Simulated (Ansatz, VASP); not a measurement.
# Cross-check of WS2 between VASP and Ansatz, part 2 of 2

One calculation is typed for both programs; each brings its own data sets and cutoff. How far apart do they land? The cell is generated by rule, not measured, and may not be a known phase. The cell comes out of the VASP series on this material, whose earlier steps may have relaxed, scaled or displaced it; both programs get it as it stands.

VASP 6.6.1 and Ansatz 0.2.0.

So far: The starting structure; Ansatz: band structure, HSE06.

## Step 3: VASP: band structure, HSE06

Level of this step: HSE06, no spin polarisation; plane waves and PAW (W, S); invented cell (VASP).

The same cell, functional, mesh and smearing now go to VASP, with its own data sets and cutoff.

Lines of VASP's logs that name or quote its potential files are left out, and so is its time.

Input file INCAR:

```
SYSTEM = WS2
PREC = Accurate
ENCUT = 400
EDIFF = 1E-06
NELM = 100
ISMEAR = 0
SIGMA = 0.02
LREAL = .FALSE.
ALGO = Normal
LHFCALC = .TRUE.
AEXX = 0.25
GGA = PE
HFSCREEN = 0.2
LASPH = .TRUE.
NBANDS = 15
PRECFOCK = Fast
LORBIT = 11
LWAVE = .FALSE.
LCHARG = .FALSE.
KPAR = 4
ISIF = 2
```

Input file POSCAR:

```
WS2
1.0
    0.0000000000      3.0022200000      3.0022200000
    3.0022200000      0.0000000000      3.0022200000
    3.0022200000      3.0022200000      0.0000000000
W S
1 2
Direct
    0.0000000000      0.0000000000      0.0000000000
    0.2500000000      0.2500000000      0.2500000000
    0.7500000000      0.7500000000      0.7500000000
```

Input file KPOINTS:

```
Automatic mesh
0
Gamma
4 4 4
0 0 0
```

Input file KPOINTS_OPT:

```
Line mode
8
Line-mode
Reciprocal
  0.00000000   0.00000000   0.00000000 GAMMA
  0.50000000   0.00000000   0.50000000 X

  0.50000000   0.00000000   0.50000000 X
  0.50000000   0.25000000   0.75000000 W

  0.50000000   0.25000000   0.75000000 W
  0.37500000   0.37500000   0.75000000 K

  0.37500000   0.37500000   0.75000000 K
  0.00000000   0.00000000   0.00000000 GAMMA

  0.00000000   0.00000000   0.00000000 GAMMA
  0.50000000   0.50000000   0.50000000 L

  0.50000000   0.50000000   0.50000000 L
  0.62500000   0.25000000   0.62500000 U

  0.62500000   0.25000000   0.62500000 U
  0.50000000   0.25000000   0.75000000 W

  0.50000000   0.25000000   0.75000000 W
  0.50000000   0.50000000   0.50000000 L

  0.50000000   0.50000000   0.50000000 L
  0.37500000   0.37500000   0.75000000 K

  0.62500000   0.25000000   0.62500000 U
  0.50000000   0.00000000   0.50000000 X
```

The projector-augmented-wave data sets are W and S (PBE family, release 64).

Launch:

```sh
> mpirun -np 4 vasp_std
```

Numbers of over 12 decimals in the logs are rounded to 6 here.

Log:

```text
[banner, memory and clock lines left out]
running    4 mpi-ranks, on    1 nodes
 distrk:  each k-point on    1 cores,    4 groups
 distr:  one band on    1 cores,    1 groups

 POSCAR found type information on POSCAR W S
 POSCAR found :  2 types and       3 ions
 LDA part: xc-table for (Slater+PW92), standard interpolation
 found WAVECAR, reading the header
 POSCAR, INCAR and KPOINTS ok, starting setup
 FFT: planning ... GRIDC
 FFT: planning ... GRID_SOFT
 FFT: planning ... GRID
 reading WAVECAR
 the WAVECAR file was read successfully
 initial charge from wavefunction
 entering main loop
       N       E                     dE             d eps       ncg     rms          rms(c)
DAV:   1    -0.249356270189E+02   -0.24936E+02   -0.85687E-01   247   0.105E+01    0.635E+00
DAV:   2    -0.249257822225E+02    0.98448E-02   -0.31153E-02   290   0.112E+00    0.352E+00
DAV:   3    -0.249258936891E+02   -0.11147E-03   -0.58572E-03   289   0.507E-01    0.201E+00
DAV:   4    -0.249250625096E+02    0.83118E-03   -0.92488E-04   282   0.218E-01    0.126E+00
DAV:   5    -0.249250168755E+02    0.45634E-04   -0.39787E-04   275   0.121E-01    0.753E-01
DAV:   6    -0.249249933661E+02    0.23509E-04   -0.75476E-05   304   0.695E-02    0.414E-01
DAV:   7    -0.249249931433E+02    0.22280E-06   -0.20618E-05   313   0.290E-02    0.239E-01
DAV:   8    -0.249249931599E+02   -0.16609E-07   -0.40597E-06   192   0.971E-03
   1 F= -.24924993E+02 E0= -.24923308E+02  d E =-.337053E-02
 Start KPOINTS_OPT (optional k-point list driver)
k-point batch [1-8\80]
       N       E                     dE             ncg
DAV:   1     0.682729324341E+03   -0.16838E+04      240
DAV:   2     0.388763558234E+02   -0.64385E+03      310
DAV:   3    -0.280733911210E+02   -0.66950E+02      282
DAV:   4    -0.302038910348E+02   -0.21305E+01      325
DAV:   5    -0.302581981090E+02   -0.54307E-01      339
DAV:   6    -0.302599224372E+02   -0.17243E-02      319
DAV:   7    -0.302599710303E+02   -0.48593E-04      312
DAV:   8    -0.302599724843E+02   -0.14540E-05      240
DAV:   9    -0.302599725514E+02   -0.67094E-07      232
[...]
k-point batch [73-80\80]
       N       E                     dE             ncg
DAV:   1     0.703261659439E+03   -0.37067E+04      240
DAV:   2     0.281831237347E+02   -0.67508E+03      296
DAV:   3    -0.372072863083E+02   -0.65390E+02      317
DAV:   4    -0.394079468429E+02   -0.22007E+01      310
DAV:   5    -0.394373578675E+02   -0.29411E-01      338
DAV:   6    -0.394379318923E+02   -0.57402E-03      296
DAV:   7    -0.394379465637E+02   -0.14671E-04      296
DAV:   8    -0.394379469790E+02   -0.41531E-06      232
```

From OUTCAR (step 3):

```text
ion  position               nearest neighbor table
   1  0.000  0.000  0.000-   3 2.60   3 2.60   3 2.60   2 2.60   3 2.60   2 2.60   2 2.60   2 2.60

  LATTYP: Found a face centered cubic cell.
 ALAT       =     6.0044400000

 Subroutine GETGRP returns: Found 48 space group operations
 (whereof 48 operations were pure point group operations)

The static configuration has the point symmetry O_h .

 Found      8 irreducible k-points:

   k-points           NKPTS =      8   k-points in BZ     NKDIM =     64   number of bands    NBANDS=     15

   dimension x,y,z NGX =    28 NGY =   28 NGZ =   28
   dimension x,y,z NGXF=    56 NGYF=   56 NGZF=   56

   ENCUT  =  400.0 eV  29.40 Ry    5.42 a.u.   6.92  6.92  6.92*2*pi/ulx,y,z

   NELECT =      18.0000    total number of electrons

 k-points in reciprocal lattice and weights: Automatic mesh
   0.00000000  0.00000000  0.00000000       0.016
   0.25000000  0.00000000  0.00000000       0.125
   0.50000000  0.00000000  0.00000000       0.062
   0.25000000  0.25000000  0.00000000       0.094
   0.50000000  0.25000000  0.00000000       0.375
  -0.25000000  0.25000000  0.00000000       0.188
   0.50000000  0.50000000  0.00000000       0.047
  -0.25000000  0.50000000  0.25000000       0.094

  exchange ACFDT corr.  =         0.00000000  see jH, gK, PRB 81, 115126

 average (electrostatic) potential at core
       1 -35.8803       2 -82.4482       3 -82.4482

 E-fermi :   6.0188

 k-point     1 :       0.0000    0.0000    0.0000
  band No.  band energies     occupation
    ...
      6       4.9462      2.00000
      7       4.9462      2.00000
      8       4.9462      2.00000
      9       5.0353      2.00000
     10       5.0357      2.00000
     11      11.2881      0.00000
     12      11.2881      0.00000
     13      11.2882      0.00000
     14      11.3085      0.00000
     15      11.3085      0.00000

 k-point     2 :       0.2500    0.0000    0.0000
  band No.  band energies     occupation
    ...
      4      -0.3302      2.00000
      5       0.8728      2.00000
      6       2.8207      2.00000
      7       3.0766      2.00000
      8       3.0767      2.00000
      9       6.2175      0.00000
     10       6.2180      0.00000
     11       8.4140      0.00000
     12      10.4029      0.00000
     13      10.4029      0.00000
    ...

 k-point     3 :       0.5000    0.0000    0.0000
  band No.  band energies     occupation
    ...
      6       2.3733      2.00000
      7       2.3734      2.00000
      8       2.4184      2.00000
      9       5.6298      2.00000
     10       5.6306      2.00000
     11       8.2534      0.00000
     12      10.8896      0.00000
     13      10.8896      0.00000
     14      13.4084      0.00000
     15      14.0620      0.00000

  Total       -5.0929662     -5.0929662     -5.0929662      0.0000000      0.0000000     -0.0000000
  in kB     -150.7730923   -150.7730923   -150.7730923      0.0000000      0.0000000     -0.0000000
  external PRESSURE =    -150.7730923 kB  Pullay stress =       0.0000000 kB

  energy-cutoff  :      400.00
  volume of cell :       54.12
      direct lattice vectors                 reciprocal lattice vectors
     0.000000000  3.002220000  3.002220000    -0.166543425  0.166543425  0.166543425
     3.002220000  0.000000000  3.002220000     0.166543425 -0.166543425  0.166543425
     3.002220000  3.002220000  0.000000000     0.166543425  0.166543425 -0.166543425

 POSITION                                       TOTAL-FORCE (eV/Angst)
 -----------------------------------------------------------------------------------
      0.00000      0.00000      0.00000         0.000000      0.000000     -0.000000
      1.50111      1.50111      1.50111        -0.000000      0.000000     -0.000000
      4.50333      4.50333      4.50333         0.000000     -0.000000      0.000000
 -----------------------------------------------------------------------------------
    total drift:                               -0.000036     -0.000077     -0.000050

  FREE ENERGIE OF THE ION-ELECTRON SYSTEM (eV)
  ---------------------------------------------------
  free  energy   TOTEN  =       -24.9249931599 eV

  energy  without entropy=      -24.9216226304  energy(sigma->0) =      -24.92330790

 total charge
# of ion       s       p       d       tot
------------------------------------------
    1        0.612   0.506   4.076   5.194
    2        1.350   2.288   0.000   3.638
    3        1.350   2.288   0.000   3.638
--------------------------------------------------
tot          3.312   5.083   4.076  12.470

[... 3 further parts left out ...]
```

The run ends at a pressure of -15.08 GPa.

## Step 4: Side by side

Known differences besides the PAW data sets themselves: exact exchange at q = 0 is treated differently, which shows on coarse meshes; VASP keeps PBE cores, Ansatz makes them for the functional; the data sets hold 26 valence electrons in Ansatz (default PAW (the set named soft_2) files) and 18 in VASP; the cutoff is 420 eV in Ansatz and 400 eV in VASP; VASP takes a coarser grid for exact exchange (PRECFOCK = Fast). Total energies have different zeros and are not compared.

The two programs side by side:

```tsv
quantity	Ansatz	VASP	difference
pressure (GPa)	-13.60	-15.08	+1.48
```

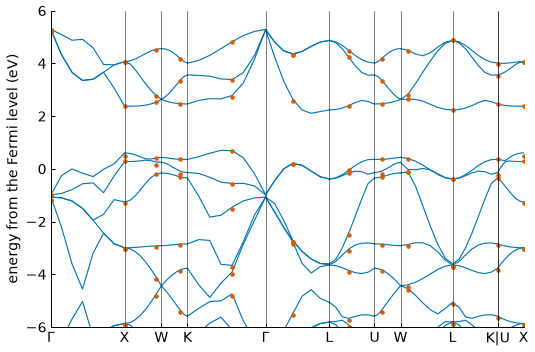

Bands from VASP (lines) and levels from Ansatz (dots). Dots without a line are higher empty bands that the VASP plot leaves out.

Levels from 3 eV below to 2 eV above the Fermi level differ by 55 meV r.m.s. and 110 meV at most; each VASP level is matched to the nearest of Ansatz, which flatters the figure a little.

## Step 5: What moves the difference

The difference is large enough to ask for its cause, so further runs change the set-up of one program at a time, as the table lists.

```tsv
run	difference in pressure (GPa)
as above	1.5
cores kept as stored, as VASP does	1.2
norm-conserving potentials (cutoff 1007 eV)	2.2
```

## Step 6: Summary of results

| Quantity | Value |
| --- | --- |
| difference in pressure (band structure, HSE06) | 1.5 GPa |

What this shows: The difference in pressure is 1.5 GPa (band structure, HSE06), beyond the 1 GPa picked in this series as the mark of a large difference. For band structure, HSE06: no further run halves the difference in pressure; only Ansatz's side was varied. 1 further run on this material is not shown. How closely two codes agree says nothing of how well the functional describes the real material.

[Lines on the potential files, build, host, timing and source positions are cut from VASP's logs without a mark.]

[Logs are printed without paths, hosts, clocks, repeated set-up lines and the standing remarks that a program may print on its own settings, such as how far it seeks lower states.]

[Hosts, paths, dates, database ids (printed as entryN), source tags and the programs' standing remarks are cut or masked in the printed files.]
